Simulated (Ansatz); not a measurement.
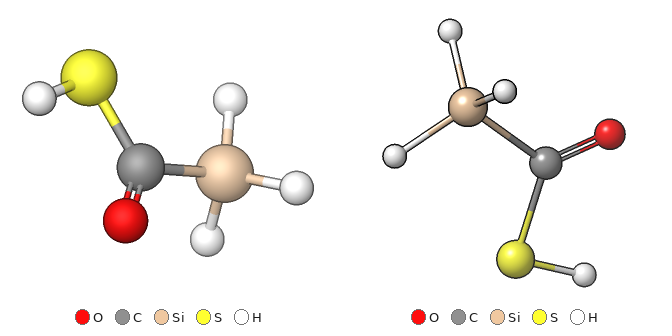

Both panels show the same species.

The computed structure is the end point of a PBE0-D4/def2-TZVP optimisation.

**Which formula does it have?**

CH4OSSi, 8 atoms: 1 carbon, 4 hydrogen, 1 oxygen, 1 sulfur and 1 silicon.

**Name functional groups in it.**

Among them: Si–H bond.

More results for the same structure follow; atom numbers are the same in all pictures, views and colours differ.

## Geometry

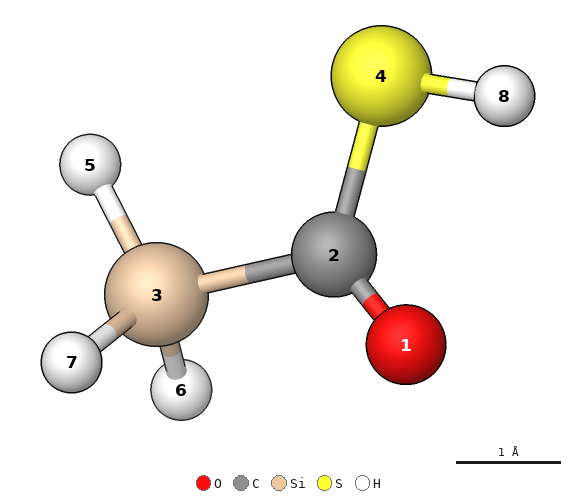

Atoms carry their numbers in the input.

List the bonds and their lengths.

```
  bond  length (Å)   order
 O1–C2       1.201  double
C2–Si3       1.927  single
 C2–S4       1.785  single
Si3–H5       1.484  single
Si3–H6       1.482  single
Si3–H7       1.482  single
 S4–H8       1.346  single
```

## Vibrations

Harmonic vibrations computed with RKS PBE0-D4/def2-TZVP (Ansatz 0.2.0) at a stationary point of the same level.

**How many vibrational modes are there, and where do they lie?**

18 modes: 70, 174, 332, 360, 463, 482, 583, 674, 780, 883, 933, 934, 988, 1756, 2240, 2257, 2261, 2685 cm⁻¹.

## Levels of theory compared

Program: Ansatz 0.2.0.

Compare HOMO–LUMO gap (eV), HOMO energy (eV) at these levels: B97M-V/def2-TZVPP; BHLYP-D4/def2-TZVPP; CAM-B3LYP-D4/def2-TZVPP; PBE0-D4/def2-SVP; SPW92 (LDA)/def2-TZVPP; r2SCAN0-D4/def2-TZVPP; ωB97X-V/def2-TZVPP.

```
                  level  HOMO–LUMO gap (eV)  HOMO energy (eV)
      B97M-V/def2-TZVPP                4.07             −6.42
    BHLYP-D4/def2-TZVPP                8.31             −8.68
CAM-B3LYP-D4/def2-TZVPP                8.40             −8.72
       PBE0-D4/def2-SVP                6.02             −7.30
 SPW92 (LDA)/def2-TZVPP                3.44             −6.18
  r2SCAN0-D4/def2-TZVPP                6.12             −7.57
     ωB97X-V/def2-TZVPP               10.44             −9.68
```

## Charges

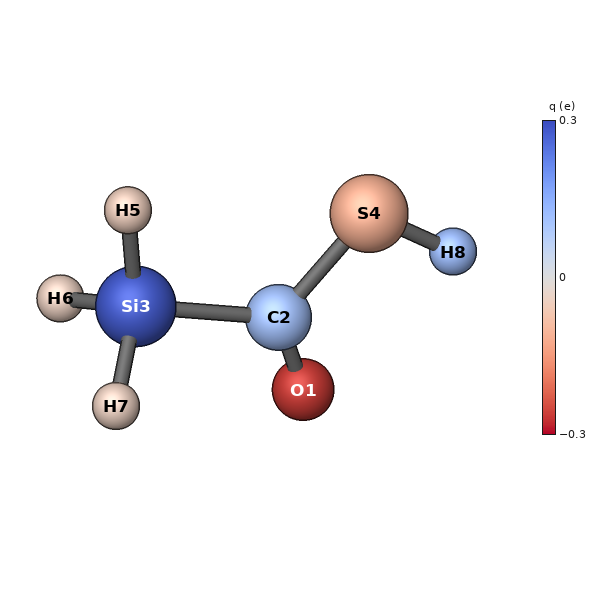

Atoms are coloured by their Mulliken charges. Level of theory: RKS B3LYP-D4/def2-TZVPP (Ansatz 0.2.0).

List the Mulliken charges.

| atom | value (e) |
| --- | --- |
| O1 | −0.26 |
| C2 | 0.11 |
| Si3 | 0.28 |
| S4 | −0.11 |
| H5 | −0.05 |
| H6 | −0.04 |
| H7 | −0.04 |
| H8 | 0.12 |

Mulliken values depend strongly on the basis set and can even reverse the polarity of a bond.
